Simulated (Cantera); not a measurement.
A closed system holds: 1 mol (CH3)2SiCl2, 0.0034 mol C3H8, 35 mol H2, equilibrated at 97000 Pa.

Cantera equilibrium calculation (NASA polynomials, part measured and part estimated; ideal gas, pure solids and liquids). Candidate condensed phases: C, C6H6, C7H8, C8H18, Si, SiC; 109 gas species. The feed counts by its element totals alone. The tables' values for SiCl3 are old estimates; treat these amounts as uncertain. Equilibrium is a limit: real reactors are often held back by kinetics, nucleation or transport.

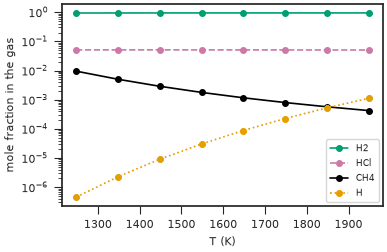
Fig. 1. Equilibrium gas composition (values under 1e-9 drawn at 1e-9)

Q: Read off the mole fractions at 1348 K.

A: H2 about 0.94, HCl about 0.051, CH4 about 0.0050, H about 2.3e-6.
